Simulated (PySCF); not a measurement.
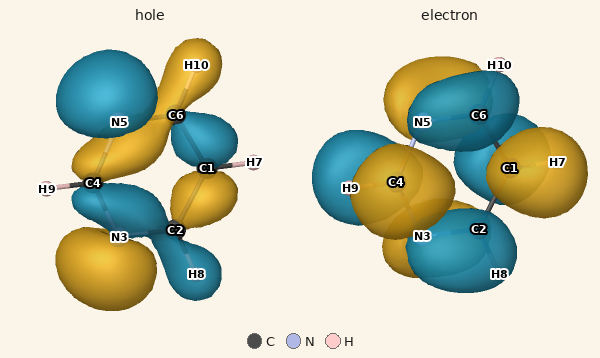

Figure 1: C4H4N2, SMILES `c1cncnc1`. Leading natural transition orbital pair of S₂ (TDA singlet states); the surfaces enclose about 85 % of each orbital's density.

Level of theory: ωB97X/def2-SVPD (PySCF), at a geometry from GFN2-xTB. No frequency check shows the geometry to be a minimum.

Input

```python
import numpy as np
from pyscf import gto, scf, dft, tdscf
from pyscf.scf import atom_ks, atom_hf
from scipy.linalg import block_diag

def solve(mol, dm0=None, hcore=None):
    mf = (dft.UKS if mol.spin else dft.RKS)(mol, xc='wb97x')
    mf.grids.level = 3
    mf = mf.density_fit(auxbasis='def2-universal-jkfit')
    mf.conv_tol, mf.max_cycle = 1e-8, 80
    if hcore is not None:
        mf.get_hcore = lambda *args: hcore
    mf.kernel(dm0)
    if not mf.converged:
        mf = mf.newton().run(mf.mo_coeff, mf.mo_occ, max_cycle=30)
    assert mf.converged, 'SCF not converged'
    return mf

mol = gto.M(atom='''
C     -1.35049     0.01745     0.00000
C     -0.59995     1.18555     0.00000
N      0.72365     1.16983     0.00000
C      1.30170    -0.01682     0.00000
N      0.69192    -1.18885     0.00000
C     -0.63162    -1.16896     0.00000
H     -2.42811     0.03134     0.00000
H     -1.06263     2.16451     0.00000
H      2.38431    -0.03086     0.00000
H     -1.12047    -2.13513     0.00000
''', basis='def2-svpd', charge=0, spin=0, verbose=4)
mf = solve(mol)
td = mf.TDA()
td.nstates, td.singlet, td.conv_tol = 5, True, 1e-5
td.kernel()
td.analyze()
x, y = np.array([p[0] for p in td.xy]), np.array([p[1] + 0 * p[0] for p in td.xy])
f, mu = td.oscillator_strength(), td.transition_dipole()
nto = [td.get_nto(state=i + 1, verbose=4) for i in range(len(td.e))]
# spherically averaged free atoms, for the promolecule
atm = atom_ks.get_atm_nrks(mol, xc='wb97x')
pro = block_diag(*[(atm[a[0]][2] * atm[a[0]][3]) @ atm[a[0]][2].T for a in mol._atom])
np.savez('result.npz', e=td.e, f=f, ok=td.converged, w=[n[0] for n in nto], nto=[n[1] for n in nto], x=x, y=y, c=mf.mo_coeff, occ=mf.mo_occ, eps=mf.mo_energy, pro=pro, mu=mu)
```

Run with:

```sh
OMP_NUM_THREADS=1 python input.py
```

The run took 3.1 min on 1 thread of Intel(R) Xeon(R) 6975P-C (Granite Rapids), on a shared host, peak memory 0.78 GiB.

**Give its energy, strength and character.**

5.02 eV (247 nm), f = 0.000 (dark), n → π*; the leading pair carries 99 %; hole on N3 and N5 (35 % each), C4 (8 %) and C1, C2 and C6 (6 % each), electron on C4 (30 %), C1 (19 %) and N3 and N5 (11 % each); their centroids lie 0.3 Å apart. In canonical orbitals it is mainly HOMO → LUMO+1 (98 %). The HOMO–LUMO gap is 10.73 eV.
